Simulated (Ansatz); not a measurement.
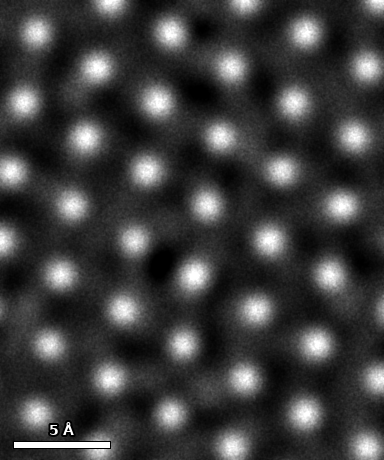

Z-contrast image of Sr (Fm-3m, No. 225). The image is simulated as a sum over atoms of Z^1.7, blurred by a 1.30 Å probe (no channelling). Shot noise and the speckle of an amorphous layer were added. Atomic positions: a calculation's starting geometry.

```xyz
4
Lattice="6.0185 0.0000 0.0000 0.0000 6.0185 0.0000 0.0000 0.0000 6.0185" Properties=species:S:1:pos:R:3 pbc="T T T"
Sr    0.0000    0.0000    0.0000
Sr    0.0000    3.0093    3.0093
Sr    3.0093    0.0000    3.0093
Sr    3.0093    3.0093    0.0000
```

**Which beam direction gives this image, [001], [110], [211] or [111]? (Directions equivalent by symmetry count as one.)**

[110]. The projected cells are 3.01 × 3.01 Å, 90° for [001]; 3.69 × 3.69 Å, 109° for [110]; 2.13 × 3.47 Å, 90° for [211]; 2.46 × 2.46 Å, 120° for [111], and the image repeats as the [110] one does.
